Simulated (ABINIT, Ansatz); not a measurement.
# Quasiparticle gap of SnO2 (Cassiterite) in ABINIT

How does a plane-wave GW calculation on SnO2 (Cassiterite) run from the first input to the gap?

Calculated with ABINIT 10.8.3; PBE and many-body steps on it, plane waves.

**Experimental background.**

- Gap 3.6 eV: experimental gap quoted from earlier work; bulk crystal (quoted in “Study on the Photocatalytic Properties of Flower-Shaped SnO2”, 2022, pmc:9565917).

## Step 1: Set-up

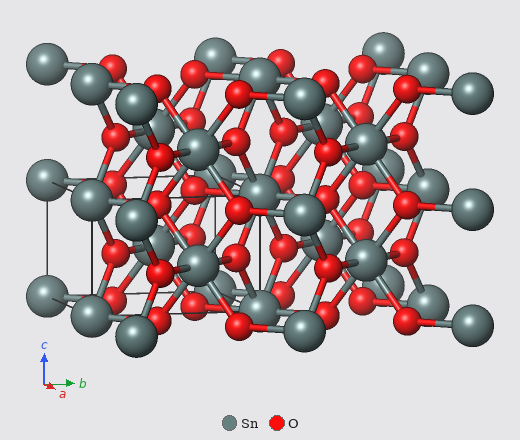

The starting structure, seen slightly off an axis (tin teal, oxygen red). 2×2×2 cells are drawn. Some periodic images of atoms are drawn too.

Coordinates:

```cif
data_structure
_symmetry_space_group_name_H-M 'P 1'
_symmetry_Int_Tables_number 1
_cell_length_a 4.7380
_cell_length_b 4.7380
_cell_length_c 3.1865
_cell_angle_alpha 90.000
_cell_angle_beta 90.000
_cell_angle_gamma 90.000
_cell_volume 71.53
loop_
_atom_site_label
_atom_site_type_symbol
_atom_site_fract_x
_atom_site_fract_y
_atom_site_fract_z
_atom_site_occupancy
Sn1 Sn 0.00000 0.00000 0.00000 1
Sn2 Sn 0.50000 0.50000 0.50000 1
O3 O 0.30710 0.30710 0.00000 1
O4 O 0.19290 0.80710 0.50000 1
O5 O 0.69290 0.69290 0.00000 1
O6 O 0.80710 0.19290 0.50000 1
```

The cell and positions come from the Crystallography Open Database and are kept as given unless a step says otherwise.

## Step 2: Ground state

This step: ABINIT 10.8.3; DFT, PBE, plane waves, norm-conserving pseudopotentials.

The ground-state density comes first.

run.abi

```
acell 3*1.0 Angstrom
rprim 
  4.738000000000 0.000000000000 0.000000000000
  0.000000000000 4.738000000000 0.000000000000
  0.000000000000 0.000000000000 3.186500000000
ntypat 2
znucl 50 8
natom 6
typat 1 1 2 2 2 2
xred 
  0.000000000000 0.000000000000 0.000000000000
  0.500000000000 0.500000000000 0.500000000000
  0.307100000000 0.307100000000 0.000000000000
  0.192900000000 0.807100000000 0.500000000000
  0.692900000000 0.692900000000 0.000000000000
  0.807100000000 0.192900000000 0.500000000000
pp_dirpath "pseudos"
pseudos "Sn.upf, O.upf"
ecut 42
ngkpt 4 4 6
nshiftk 1
shiftk 0 0 0
kptopt 1
chksymbreak 0
nband 41
occopt 1
tolvrs 1e-10
nstep 60
prtwf 0
optforces 0
optstress 0
indata_prefix "in"
outdata_prefix "out"
tmpdata_prefix "tmp"
```

The run is started by

```bash
> OMP_NUM_THREADS=1 mpirun -n 8 abinit run.abi > log
```

Numbers of over 12 decimals in the logs are rounded to 6 here.

What it wrote:

```text
.Version 10.8.3 of ABINIT. v10.8.2 released Aug 2026.

 Symmetries : space group P4_2/m n m (#136); Bravais tP (primitive tetrag.)
================================================================================
 Values of the parameters that define the memory need of the present run
     intxc =       0    ionmov =       0      iscf =       7    lmnmax =       6
     lnmax =       6     mgfft =      54  mpssoang =       3    mqgrid =    3001
     natom =       6  nloc_mem =       1    nspden =       1   nspinor =       1
    nsppol =       1      nsym =      16    n1xccc =    2501    ntypat =       2
    occopt =       1   xclevel =       2
-    mband =          41        mffmem =           1         mkmem =           3
       mpw =        6296          nfft =      104976          nkpt =          24
================================================================================
  Rough estimation (10% accuracy) of disk space for files :
================================================================================

--------------------------------------------------------------------------------
------------- Echo of variables that govern the present computation ------------
--------------------------------------------------------------------------------
 -outvars: echo values of preprocessed input variables --------
            acell      1.8897261259E+00  1.8897261259E+00  1.8897261259E+00 Bohr

      chksymbreak           0
             ecut      4.20000000E+01 Hartree
-          fftalg         312

              ixc     -101130
              kpt      0.00000000E+00  0.00000000E+00  0.00000000E+00
                       2.50000000E-01  0.00000000E+00  0.00000000E+00
                       5.00000000E-01  0.00000000E+00  0.00000000E+00
                       2.50000000E-01  2.50000000E-01  0.00000000E+00
                       5.00000000E-01  2.50000000E-01  0.00000000E+00
                       5.00000000E-01  5.00000000E-01  0.00000000E+00
                       0.00000000E+00  0.00000000E+00  1.66666667E-01
                       2.50000000E-01  0.00000000E+00  1.66666667E-01
                       5.00000000E-01  0.00000000E+00  1.66666667E-01
   [... 13 further rows ...]
                       5.00000000E-01  2.50000000E-01  5.00000000E-01
                       5.00000000E-01  5.00000000E-01  5.00000000E-01
         kptrlatt        4    0    0      0    4    0      0    0    6
          kptrlen      3.58140895E+01
P           mkmem           3
            natom           6
            nband          41
            ngfft          54      54      36
             nkpt          24
            nstep          60
             nsym          16
           ntypat           2
              occ      2.000000  2.000000  2.000000  2.000000  2.000000  2.000000
                       2.000000  2.000000  2.000000  2.000000  2.000000  2.000000
                       2.000000  2.000000  2.000000  2.000000  2.000000  2.000000
                       2.000000  2.000000  2.000000  2.000000  2.000000  2.000000
                       2.000000  2.000000  2.000000  2.000000  2.000000  2.000000
                       2.000000  2.000000  2.000000  2.000000  0.000000  0.000000
                       0.000000  0.000000  0.000000  0.000000  0.000000
        optforces           0
        optstress           0
            prtwf           0
            rprim      4.7380000000E+00  0.0000000000E+00  0.0000000000E+00
[...]
spgroup         136

           tolvrs      1.00000000E-10

             xred      0.0000000000E+00  0.0000000000E+00  0.0000000000E+00
[...]
znucl       50.00000    8.00000

================================================================================

 chkinp: Checking input parameters for consistency.

================================================================================
== DATASET  1 ==================================================================
-   mpi_nproc: 8, omp_nthreads: 1 (-1 if OMP is not activated)

--- !DatasetInfo
iteration_state: {dtset: 1, }
dimensions: {natom: 6, nkpt: 24, mband: 41, nsppol: 1, nspinor: 1, nspden: 1, mpw: 6296, }
cutoff_energies: {ecut:  42.0, pawecutdg:  -1.0, }
electrons: {nelect:   6.80000000E+01, charge:   0.00000000E+00, occopt:   1.00000000E+00, tsmear:   1.00000000E-02, }

 Real(R)+Recip(G) space primitive vectors, cartesian coordinates (Bohr,Bohr^-1):
 R(1)=  8.9535224  0.0000000  0.0000000  G(1)=  0.1116879  0.0000000  0.0000000
 R(2)=  0.0000000  8.9535224  0.0000000  G(2)=  0.0000000  0.1116879  0.0000000
 R(3)=  0.0000000  0.0000000  6.0216123  G(3)=  0.0000000  0.0000000  0.1660685
 Unit cell volume ucvol=  4.8272594E+02 bohr^3
 Angles (23,13,12)=  9.00000000E+01  9.00000000E+01  9.00000000E+01 degrees

 getcut: wavevector=  0.0000  0.0000  0.0000  ngfft=  54  54  36
         ecut(hartree)=     42.000   => boxcut(ratio)=   2.04927

--- Pseudopotential description ------------------------------------------------
- Sn Generated using ONCVPSP code by D. R. Hamann
- 50.00000  22.00000  171031                  znucl, zion, pspdat
12 -101130 2 -1 1628                          pspcod,pspxc,lmax,lloc,mmax
     nproj     2     2     2
  pspatm : epsatm=   27.31087254
         --- l  ekb(1:nproj) -->
[...]
pspatm: atomic psp has been read  and splines computed

- O Generated using ONCVPSP code by D. R. Hamann
-  8.00000   6.00000  171031                  znucl, zion, pspdat
12 -101130 2 -1 936                           pspcod,pspxc,lmax,lloc,mmax
     nproj     2     2     1
  pspatm : epsatm=    6.17005460
         --- l  ekb(1:nproj) -->
[...]
2   -1.331955
 pspatm: atomic psp has been read  and splines computed

   5.39253352E+03                                ecore*ucvol(ha*bohr**3)
--------------------------------------------------------------------------------

_setup2: Arith. and geom. avg. npw (full set) are    6276.344    6276.333

================================================================================

--- !BeginCycle
iteration_state: {dtset: 1, }
solver: {iscf: 7, nstep: 60, nline: 4, wfoptalg: 0, }
tolerances: {tolvrs: 1.00E-10, }

     iter   Etot(hartree)      deltaE(h)  residm     vres2
 ETOT  1  -508.63668929118    -5.086E+02 2.196E-01 1.209E+03
 ETOT  2  -509.05887037937    -4.222E-01 2.857E-02 1.183E+03
 ETOT  3  -509.49154456592    -4.327E-01 1.897E-02 1.499E+01
 ETOT  4  -509.49543743827    -3.893E-03 3.404E-03 1.151E+00
 ETOT  5  -509.49584511455    -4.077E-04 2.068E-03 8.763E-02
 ETOT  6  -509.49586478160    -1.967E-05 8.917E-04 2.898E-03
 ETOT  7  -509.49586499951    -2.179E-07 7.431E-04 2.571E-05
 ETOT  8  -509.49586500294    -3.432E-09 4.302E-04 5.826E-07
 ETOT  9  -509.49586500302    -8.112E-11 3.204E-04 3.678E-08
 ETOT 10  -509.49586500301     1.000E-11 2.448E-04 1.148E-09
 ETOT 11  -509.49586500304    -2.962E-11 2.319E-04 6.777E-11

 At SCF step   11       vres2   =  6.78E-11 < tolvrs=  1.00E-10 =>converged.

--- !ResultsGS
iteration_state: {dtset: 1, }
comment   : Summary of ground state results
lattice_vectors:
- [  8.9535224,   0.0000000,   0.0000000, ]
- [  0.0000000,   8.9535224,   0.0000000, ]
- [  0.0000000,   0.0000000,   6.0216123, ]
lattice_lengths: [   8.95352,    8.95352,    6.02161, ]
lattice_angles: [ 90.000,  90.000,  90.000, ] # degrees, (23, 13, 12)
lattice_volume:   4.8272594E+02
convergence: {deltae: -2.962E-11, res2:  6.777E-11, residm:  2.319E-04, diffor:  0.000E+00, }
etotal    :  -5.09495865E+02
entropy   :   0.00000000E+00
fermie    :   2.49058631E-01
cartesian_stress_tensor: null
pressure_GPa: null
xred      :
- [  0.0000E+00,   0.0000E+00,   0.0000E+00, Sn]
- [  5.0000E-01,   5.0000E-01,   5.0000E-01, Sn]
- [  3.0710E-01,   3.0710E-01,   0.0000E+00,  O]
- [  1.9290E-01,   8.0710E-01,   5.0000E-01,  O]
- [  6.9290E-01,   6.9290E-01,   0.0000E+00,  O]
- [  8.0710E-01,   1.9290E-01,   5.0000E-01,  O]
cartesian_forces: null
force_length_stats: {min: null, max: null, mean: null, }

 Integrated electronic density in atomic spheres:
 ------------------------------------------------
 Atom  Sphere_radius  Integrated_density
[...]
================================================================================

 ----iterations are completed or convergence reached----

 Mean square residual over all n,k,spin=   67.387E-08; max=  23.190E-05
 reduced coordinates (array xred) for    6 atoms
[...]
0.500000000000      0.500000000000      0.500000000000
       0.307100000000      0.307100000000      0.000000000000
       0.192900000000      0.807100000000      0.500000000000
       0.692900000000      0.692900000000      0.000000000000
       0.807100000000      0.192900000000      0.500000000000
 rms dE/dt=  0.0000E+00; max dE/dt=  0.0000E+00; dE/dt below (all hartree)
    1       0.000000000000      0.000000000000      0.000000000000
    2       0.000000000000      0.000000000000      0.000000000000
    3       0.000000000000      0.000000000000      0.000000000000
    4       0.000000000000      0.000000000000      0.000000000000
    5       0.000000000000      0.000000000000      0.000000000000
    6       0.000000000000      0.000000000000      0.000000000000

 cartesian coordinates (angstrom) at end:
    1      0.000000     0.000000     0.000000
    2      2.369000     2.369000     1.593250
    3      1.455040     1.455040     0.000000
    4      0.913960     3.824040     1.593250
    5      3.282960     3.282960     0.000000
    6      3.824040     0.913960     1.593250
 length scales=  1.889726125908  1.889726125908  1.889726125908 bohr
              =  1.000000000000  1.000000000000  1.000000000000 angstroms
 prteigrs : about to open file out_EIG
 Fermi (or HOMO) energy (hartree) =   0.24906   Average Vxc (hartree)=  -0.42434
 Eigenvalues (hartree) for nkpt=  24  k points:
 kpt#   1, nband= 41, wtk=  0.01042, kpt=  0.0000  0.0000  0.0000 (reduced coord)
  -4.45122   -4.45122   -2.82797   -2.82797   -2.82638   -2.82638   -2.82622   -2.82621
  -0.52850   -0.50088   -0.49067   -0.48981   -0.48981   -0.48655   -0.48526   -0.48206
  -0.48100   -0.48100   -0.44591   -0.37776   -0.37776   -0.31287   -0.04845    0.10009
   0.10009    0.10339    0.13529    0.17389    0.17716    0.20329    0.20329    0.22098
   0.22098    0.24906    0.29623    0.47480    0.48381    0.48381    0.63508    0.64049
   0.69479
 prteigrs : prtvol=0 or 1, do not print more k-points.

--- !EnergyTerms
iteration_state     : {dtset: 1, }
comment             : Components of total free energy in Hartree
kinetic             :  2.00434493866220E+02
hartree             :  1.58895150068906E+02
xc                  : -7.12084152047545E+01
Ewald energy        : -2.98339747503783E+02
psp_core            :  1.11710042103051E+01
local_psp           : -4.87139504680541E+02
non_local_psp       : -2.33088457593944E+01
total_energy        : -5.09495865003043E+02
total_energy_eV     : -1.38640887733280E+04
band_energy         : -6.12362511478776E+01

== END DATASET(S) ==============================================================
================================================================================

 -outvars: echo values of variables after computation  --------
           etotal     -5.0949586500E+02
            nband          41
             nkpt          24
          spgroup         136
 [... the other variables as echoed above ...]

 Calculation completed.
```

Run time: 31 s. Hardware: 8 MPI ranks of Arm Neoverse V2, shared host; peak memory 0.72 GiB.

This step gave:

```
total energy               : -13864.0888 eV
gap                        : 1.284 eV
k of the valence top       : 0, 0, 0
k of the conduction bottom : 0, 0, 0
least direct gap           : 1.284 eV
```

The gap is direct, at Γ.

## Step 3: Empty states on the mesh, 4×4×4 mesh, 75 bands

The sums over transitions need many empty states on a uniform mesh; this step solves for them.

Changes to run.abi since step 2:

```diff
@@ -19,3 +19,3 @@
 ecut 42
-ngkpt 4 4 6
+ngkpt 4 4 4
 nshiftk 1
@@ -24,9 +24,10 @@
 chksymbreak 0
-nband 41
-occopt 1
-tolvrs 1e-10
+iscf -2
+irdden 1
+istwfk *1
+nband 75
+nbdbuf 6
+tolwfr 1e-09
 nstep 60
-prtwf 0
-optforces 0
-optstress 0
+prtvol 0
 indata_prefix "in"
```

What it wrote:

```text
.Version 10.8.3 of ABINIT. v10.8.2 released Aug 2026.

 Symmetries : space group P4_2/m n m (#136); Bravais tP (primitive tetrag.)
[... echo of the input left out ...]
== DATASET  1 ==================================================================
-   mpi_nproc: 8, omp_nthreads: 1 (-1 if OMP is not activated)

--- !DatasetInfo
iteration_state: {dtset: 1, }
dimensions: {natom: 6, nkpt: 18, mband: 75, nsppol: 1, nspinor: 1, nspden: 1, mpw: 6312, }
cutoff_energies: {ecut:  42.0, pawecutdg:  -1.0, }
electrons: {nelect:   6.80000000E+01, charge:   0.00000000E+00, occopt:   1.00000000E+00, tsmear:   1.00000000E-02, }

 Real(R)+Recip(G) space primitive vectors, cartesian coordinates (Bohr,Bohr^-1):
 R(1)=  8.9535224  0.0000000  0.0000000  G(1)=  0.1116879  0.0000000  0.0000000
 R(2)=  0.0000000  8.9535224  0.0000000  G(2)=  0.0000000  0.1116879  0.0000000
 R(3)=  0.0000000  0.0000000  6.0216123  G(3)=  0.0000000  0.0000000  0.1660685
 Unit cell volume ucvol=  4.8272594E+02 bohr^3
 Angles (23,13,12)=  9.00000000E+01  9.00000000E+01  9.00000000E+01 degrees

 getcut: wavevector=  0.0000  0.0000  0.0000  ngfft=  54  54  36
         ecut(hartree)=     42.000   => boxcut(ratio)=   2.04927

--- Pseudopotential description ------------------------------------------------
- Sn Generated using ONCVPSP code by D. R. Hamann
- 50.00000  22.00000  171031                  znucl, zion, pspdat
12 -101130 2 -1 1628                          pspcod,pspxc,lmax,lloc,mmax
     nproj     2     2     2
  pspatm : epsatm=   27.31087254
         --- l  ekb(1:nproj) -->
             0    9.701792   -0.671203
             1    4.046855   -0.266328
             2   -2.346641   -0.600143
 pspatm: atomic psp has been read  and splines computed

- O Generated using ONCVPSP code by D. R. Hamann
-  8.00000   6.00000  171031                  znucl, zion, pspdat
12 -101130 2 -1 936                           pspcod,pspxc,lmax,lloc,mmax
     nproj     2     2     1
  pspatm : epsatm=    6.17005460
         --- l  ekb(1:nproj) -->
[...]
2   -1.331955
 pspatm: atomic psp has been read  and splines computed

--------------------------------------------------------------------------------

================================================================================
 prteigrs : about to open file out_EIG
 Non-SCF case, kpt    1 (  0.00000  0.00000  0.00000), residuals and eigenvalues=
  2.94E-10  3.85E-10  3.52E-10  8.27E-10  1.88E-10  3.03E-10  1.71E-10  1.71E-10
  1.81E-10  5.65E-10  1.07E-10  4.58E-10  5.59E-10  1.10E-10  7.77E-10  5.72E-10
  1.14E-10  6.51E-10  6.28E-10  2.07E-10  6.74E-10  8.67E-10  2.04E-10  1.21E-10
[...]
-4.4512E+00 -4.4512E+00 -2.8280E+00 -2.8280E+00 -2.8264E+00 -2.8264E+00
 -2.8262E+00 -2.8262E+00 -5.2850E-01 -5.0088E-01 -4.9067E-01 -4.8981E-01
 -4.8981E-01 -4.8655E-01 -4.8526E-01 -4.8206E-01 -4.8100E-01 -4.8100E-01
[...]
1.2553E+00  1.2553E+00  1.2594E+00  1.2900E+00  1.3615E+00  1.3615E+00
  1.3882E+00  1.4115E+00  1.4132E+00  1.4745E+00  1.4926E+00  1.4926E+00
[...]
prteigrs : prtvol=0 or 1, do not print more k-points.

--- !ResultsGS
iteration_state: {dtset: 1, }
comment   : Summary of ground state results
lattice_vectors:
- [  8.9535224,   0.0000000,   0.0000000, ]
- [  0.0000000,   8.9535224,   0.0000000, ]
- [  0.0000000,   0.0000000,   6.0216123, ]
lattice_lengths: [   8.95352,    8.95352,    6.02161, ]
lattice_angles: [ 90.000,  90.000,  90.000, ] # degrees, (23, 13, 12)
lattice_volume:   4.8272594E+02
convergence: {deltae:  0.000E+00, res2:  0.000E+00, residm:  9.987E-10, diffor:  0.000E+00, }
etotal    :  -5.09495865E+02
entropy   :   0.00000000E+00
fermie    :   2.49058631E-01
cartesian_stress_tensor: null
pressure_GPa: null
xred      :
- [  0.0000E+00,   0.0000E+00,   0.0000E+00, Sn]
- [  5.0000E-01,   5.0000E-01,   5.0000E-01, Sn]
- [  3.0710E-01,   3.0710E-01,   0.0000E+00,  O]
- [  1.9290E-01,   8.0710E-01,   5.0000E-01,  O]
- [  6.9290E-01,   6.9290E-01,   0.0000E+00,  O]
- [  8.0710E-01,   1.9290E-01,   5.0000E-01,  O]
cartesian_forces: null
force_length_stats: {min: null, max: null, mean: null, }

 Integrated electronic density in atomic spheres:
 ------------------------------------------------
 Atom  Sphere_radius  Integrated_density
[...]
================================================================================

 ----iterations are completed or convergence reached----

 Mean square residual over all n,k,spin=   45.686E-11; max=  99.867E-11
 reduced coordinates (array xred) for    6 atoms
[...]
0.807100000000      0.192900000000      0.500000000000

 cartesian coordinates (angstrom) at end:
    1      0.000000     0.000000     0.000000
    2      2.369000     2.369000     1.593250
    3      1.455040     1.455040     0.000000
    4      0.913960     3.824040     1.593250
    5      3.282960     3.282960     0.000000
    6      3.824040     0.913960     1.593250
 length scales=  1.889726125908  1.889726125908  1.889726125908 bohr
              =  1.000000000000  1.000000000000  1.000000000000 angstroms
 prteigrs : about to open file out_EIG
 Eigenvalues (hartree) for nkpt=  18  k points:
 kpt#   1, nband= 75, wtk=  0.01563, kpt=  0.0000  0.0000  0.0000 (reduced coord)
[...]
1.09149    1.12377    1.22145    1.22145    1.25530    1.25530    1.25938    1.28996
   1.36149    1.36149    1.38817    1.41151    1.41315    1.47453    1.49257    1.49258
   1.52015    1.52447    1.52590
 prteigrs : prtvol=0 or 1, do not print more k-points.

== END DATASET(S) ==============================================================
================================================================================

 -outvars: echo values of variables after computation  --------
            nband          75
             nkpt          18
          spgroup         136
 [... the other variables as echoed above ...]

 Calculation completed.
```

It took 32 s on 8 MPI ranks; peak memory 0.67 GiB; 4.2 min of CPU time.

This step gave:

- gap: 1.284 eV
- k of the valence top: 0, 0, 0
- k of the conduction bottom: 0, 0, 0
- least direct gap: 1.284 eV
- k points computed: 18
- lowest point of the top converged band, above the valence top: 31.21 eV

On this mesh the gap is 1.284 eV.

(Part 1 of 2 ends here.)

[Paths, hosts, dates, memory and timing lines, banners, echoed tables and standing remarks are left out of the program output.]

[Logs are printed without paths, hosts, clocks, repeated set-up lines and the standing remarks that a program may print on its own settings, such as how far it seeks lower states.]

[Runs of the session that timed out or met a known fault of the program may be left out.]

[Hosts, paths, dates, database ids (printed as entryN), source tags and the programs' standing remarks are cut or masked in the printed files.]

[G0W0 gaps are taken among the corrected bands and points alone; a level outside them can change the order at an edge.]

[Where Ansatz stands beside ABINIT at settings called matched, ABINIT's density can come from a denser mesh and the files from another edition; pairs whose starting gaps differed by over 0.03 eV were left out, so agreement reads better than it is.]
